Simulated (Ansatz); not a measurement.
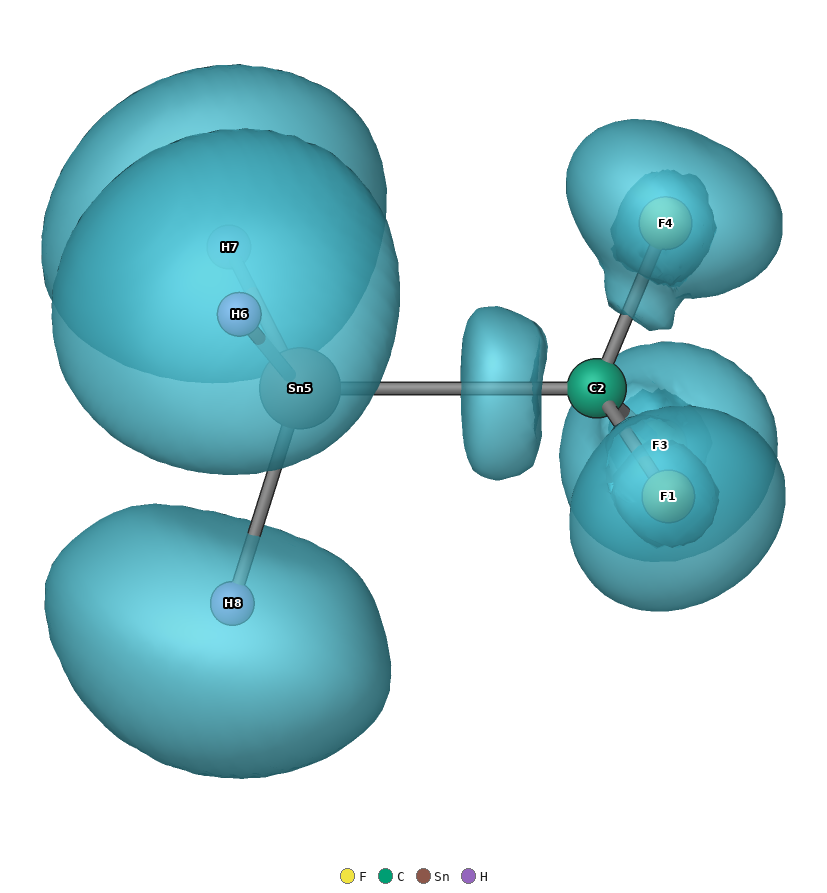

Figure 1: CH3F3Sn (SMILES F[C](F)(F)[SnH3]). Isosurface of the electron localisation function at 0.75 (cyan), seen across its widest extent. Core shells and regions of very low density are left out.

Geometry: PBE0-D4/def2-TZVP; core potentials replace the inner electrons of Sn.

These are results of Ansatz 0.2.0, RKS PBE0-D4/def2-TZVPP, not measurements.

```xyz
8

F     0.7990   -1.0261    1.5644
C     0.8055   -0.7200    0.2549
F     0.6844   -1.8800   -0.4145
F     2.0296   -0.2378   -0.0240
Sn   -0.7879    0.7103   -0.2705
H    -0.5126    2.1163    0.6431
H    -0.6593    1.0049   -1.9391
H    -2.2666   -0.0249    0.1299
```

Where are the electrons localised?

The surface consists of three regions around hydrogen nuclei, one lobe of the valence shell of C pointing towards Sn (polar bonds) and three regions on F in which the atom's valence shell and bonds are merged. Profiles from the grid: C–F (1.34 Å): the ELF peaks at about 0.80 between the atoms, as expected for a shared but strongly polarised pair. C–Sn (2.20 Å): the ELF peaks at about 1 in the valence shell of C, 0.7 Å from its nucleus, and drops to about 0.20 between the two atoms.
